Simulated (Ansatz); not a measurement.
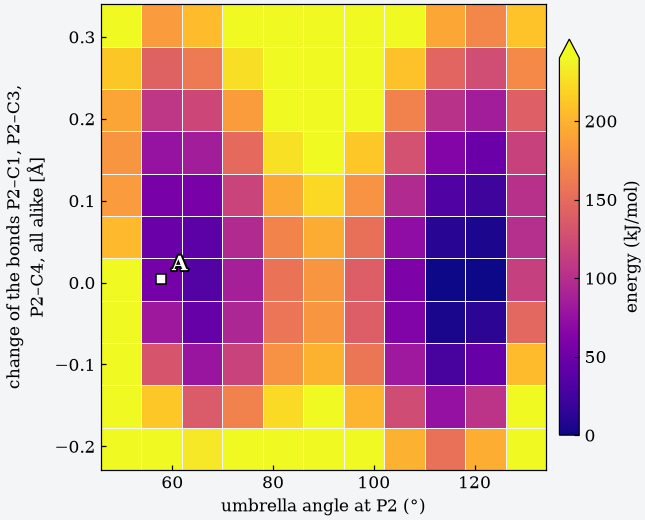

C₃H₉P, SMILES CP(C)C. First axis: umbrella angle at P2 (between each of its bonds and their common axis; 90 is planar). Second axis: change of the bonds P2–C1, P2–C3, P2–C4, all alike. Nothing is relaxed (all other coordinates rigid). Grid: 11 × 11 points. Points are written as (first, second). Energies: kJ/mol, counted from the lowest grid point. Energies and slopes of some neighbouring points disagree (a jump in structure or state, or too coarse a mesh). All numbers below come from RKS BHLYP-D4/def2-SVP in Ansatz.

In the figure: one coloured cell a grid point, one colour for all values above the top of the scale, the point A.

> Which way does the force act at A, and how strong is it?

A, at (57.8°, 0.004 Å), is not a stationary point. The computed force is 10 kJ/mol for each degree towards larger values of the first coordinate and 300 kJ/mol for each Å towards larger values of the second coordinate.
